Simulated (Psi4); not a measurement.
# UDSD-PBEP86/def2-TZVPP (density fitting for correlation) run of AlHOF (SMILES [O][AlH][F])

What is the energy change on altering one bond length of AlHOF at UDSD-PBEP86/def2-TZVPP (density fitting for correlation)? 

Program for the calculation: Psi4 1.11.

## 1. The structure to begin with

AlHOF has 4 atoms, charge 0, and is taken as a doublet. SMILES: `[O][AlH][F]`. Geometry: relaxed at PBE0-D4/def2-TZVP.

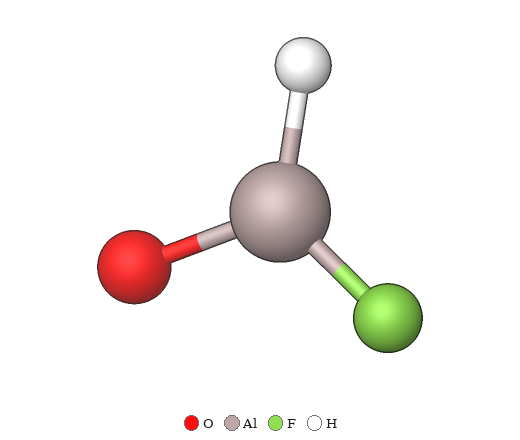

Viewed from a chosen angle; oxygen red, aluminium light grey, fluorine green, hydrogen white.

## 2. A single-point energy at UDSD-PBEP86/def2-TZVPP (density fitting for correlation)

Input file alfho.in:

```
memory 1.6 GB

molecule geom {
  0 2
  O
  Al 1 r2
  F 2 r3 1 a3
  H 2 r4 3 a4 1 d4

  r2 = 1.731121
  r3 = 1.640835
  a3 = 117.47057
  r4 = 1.56397
  a4 = 123.33876
  d4 = -179.99548
  symmetry c1
}

set basis def2-TZVPP
set reference uks
set puream true
set e_convergence 1e-09
set d_convergence 1e-08
set scf_type pk
set dft_radial_points 99
set dft_spherical_points 590
set num_frozen_docc 7
set maxiter 200

result, w = energy('dsd-pbep86', return_wfn=True)
print_variables()
```

Command:

```sh
$ psi4 -n 1 alfho.in alfho.out
```

alfho.out, shortened:

```text
[...]
  Running in c1 symmetry.
[...]
  Nuclear repulsion =   90.317254811933893
[...]
  Multiplicity = 2
[...]
  Nalpha       = 16
  Nbeta        = 15
[...]
    Number of basis functions: 118
[...]
   @UKS iter   1:  -416.95729574821837   -7.75888e-01   7.33588e-03 DIIS/ADIIS
[...]
   @UKS iter  19:  -417.44306440157010   -1.37561e-11   8.75966e-09 DIIS
[...]
   @S^2 Observed:                7.554626034E-01
[...]
    Orbital Energies [Eh]
    ---------------------
    Alpha Occupied:
       1A    -57.651796     2A    -25.708270     3A    -20.115430
       4A     -4.664776     5A     -3.062384     6A     -3.059260
       7A     -3.057810     8A     -1.423791     9A     -1.217488
      10A     -0.626612    11A     -0.583430    12A     -0.569318
      13A     -0.563420    14A     -0.534538    15A     -0.486385
      16A     -0.452801
    Alpha Virtual:
      17A      0.026364    18A      0.046489    19A      0.089601
      20A      0.141352    21A      0.197982    22A      0.231272
      23A      0.254450    24A      0.277201    25A      0.282832
[...]
  @UKS Final Energy:  -417.44306440157010
   => Energetics <=
    Nuclear Repulsion Energy =             90.3172548119338927
    One-Electron Energy =                -761.0647322184074710
    Two-Electron Energy =                 264.1308624961108080
    DFT Exchange-Correlation Energy =     -10.8264494912073932
    Empirical Dispersion Energy =           0.0000000000000000
    VV10 Nonlocal Energy =                  0.0000000000000000
    Total Energy =                       -417.4430644015700977
[...]
 Multipole Moments:
 ------------------------------------------------------------------------------------
     Multipole            Electronic (a.u.)      Nuclear  (a.u.)        Total (a.u.)
 ------------------------------------------------------------------------------------
 L = 1.  Multiply by 2.5417464519 to convert [e a0] to [Debye]
 Dipole X            :         -0.0001712            0.0000982           -0.0000731
 Dipole Y            :         -1.8120588            2.2658750            0.4538162
 Dipole Z            :          0.5510885           -0.1921415            0.3589470
 Magnitude           :                                                    0.5786122
[...]
```

Run time: 18 s. Hardware: 1 thread of Intel Xeon 6975P-C (Granite Rapids), shared host; peak memory 0.7 GiB.

## 3. The distorted shape, same level

Input file job.json:

```json
{
 "schema_name": "qcschema_input",
 "schema_version": 1,
 "molecule": {
  "schema_name": "qcschema_molecule",
  "schema_version": 2,
  "symbols": ["O", "Al", "F", "H"],
  "geometry": [0.8580944, -1.97173835, 3.54708019, 1.1727338, 0.08371676, 1.02165019, -2.12877648, -0.01946418, -2.25293149, 3.50446686, 1.89690897, 0.92073882],
  "molecular_charge": 0,
  "molecular_multiplicity": 2,
  "fix_symmetry": "c1",
  "fix_com": true,
  "fix_orientation": true
 },
 "driver": "energy",
 "model": {
  "method": "dsd-pbep86",
  "basis": "def2-TZVPP"
 },
 "keywords": {
  "reference": "uks",
  "puream": true,
  "e_convergence": 1e-09,
  "d_convergence": 1e-08,
  "scf_type": "pk",
  "dft_radial_points": 99,
  "dft_spherical_points": 590,
  "num_frozen_docc": 7,
  "maxiter": 200
 }
}
```

Command:

```sh
$ psi4 --qcschema job.json -n 1 --memory 1600MB
```

stdout, shortened:

```text
[...]
  Running in c1 symmetry.
[...]
  Nuclear repulsion =   74.741317707730261
[...]
  Multiplicity = 2
[...]
  Nalpha       = 16
  Nbeta        = 15
[...]
    Number of basis functions: 118
[...]
   @UKS iter   1:  -416.77917286900799   -8.83613e-01   7.70892e-03 ADIIS/DIIS
[...]
   @UKS iter  22:  -417.31505372325176   -1.34150e-11   7.18675e-09 DIIS
[...]
   @S^2 Observed:                7.565114315E-01
[...]
    Orbital Energies [Eh]
    ---------------------
    Alpha Occupied:
       1A    -57.743902     2A    -25.611156     3A    -20.159005
       4A     -4.748453     5A     -3.145700     6A     -3.142094
       7A     -3.140892     8A     -1.277251     9A     -1.258120
      10A     -0.616202    11A     -0.589879    12A     -0.525929
      13A     -0.507962    14A     -0.443017    15A     -0.442438
      16A     -0.440730
    Alpha Virtual:
      17A     -0.034222    18A     -0.018271    19A      0.052156
      20A      0.118335    21A      0.168394    22A      0.196128
      23A      0.222840    24A      0.231719    25A      0.233117
[...]
  @UKS Final Energy:  -417.31505372325176
   => Energetics <=
    Nuclear Repulsion Energy =             74.7413177077302606
    One-Electron Energy =                -729.7079514168032119
    Two-Electron Energy =                 248.4361331676956581
    DFT Exchange-Correlation Energy =     -10.7845531818743972
    Empirical Dispersion Energy =           0.0000000000000000
    VV10 Nonlocal Energy =                  0.0000000000000000
    Total Energy =                       -417.3150537232517649
[...]
 Multipole Moments:
 ------------------------------------------------------------------------------------
     Multipole            Electronic (a.u.)      Nuclear  (a.u.)        Total (a.u.)
 ------------------------------------------------------------------------------------
 L = 1.  Multiply by 2.5417464519 to convert [e a0] to [Debye]
 Dipole X            :         -4.9012788            6.4557731            1.5544943
 Dipole Y            :         13.3973320          -12.9638576            0.4334744
 Dipole Z            :        -21.2946474           22.3024494            1.0078020
 Magnitude           :                                                    1.9026343
[...]
```

The result, in JSON:

```text
{
 "driver": "energy",
 "model": {
  "method": "dsd-pbep86",
  "basis": "def2-TZVPP"
 },
 "success": true,
 "return_result": -417.59364635122216,
 "properties": {
  "calcinfo_nbasis": 118,
  "calcinfo_nmo": 118,
  "calcinfo_nalpha": 16,
  "calcinfo_nbeta": 15,
  "calcinfo_natom": 4,
  "nuclear_repulsion_energy": 74.74131770773026,
  "return_energy": -417.59364635122216,
  "scf_one_electron_energy": -729.7079514168032,
  "scf_two_electron_energy": 248.43613316769566,
  "scf_xc_energy": -10.784553181874397,
  "scf_dipole_moment": [1.5544942993333537, 0.4334744472575345, 1.0078019866250507],
  "scf_total_energy": -417.31505372325176,
  "scf_iterations": 22
 }
}
```

Wall time 20 s (1 thread of Intel Xeon 6975P-C (Granite Rapids), shared host); peak memory 0.7 GiB.

## 4. Summary of results

At UDSD-PBEP86/def2-TZVPP (density fitting for correlation), 7 core orbitals frozen:

```
                                                                 quantity          value
                                                first shape: total energy  -417.71018 Eh
    first shape: HOMO energy (SCF part's orbitals) (highest over α and β)      -12.14 eV
     first shape: LUMO energy (SCF part's orbitals) (lowest over α and β)       -0.76 eV
                                                        first shape: ⟨S²⟩          0.755
                                            distorted shape: total energy  -417.59365 Eh
distorted shape: HOMO energy (SCF part's orbitals) (highest over α and β)      -11.83 eV
 distorted shape: LUMO energy (SCF part's orbitals) (lowest over α and β)       -2.04 eV
                                                    distorted shape: ⟨S²⟩          0.757
       energy change with the Al2–F3 bond stretched from 1.641 to 2.461 Å       3.171 eV
```

With the Al2–F3 bond stretched from 1.641 to 2.461 Å the energy rises by 3.17 eV (73 kcal/mol). The first shape isn't relaxed at this level, so the change isn't measured from a minimum.
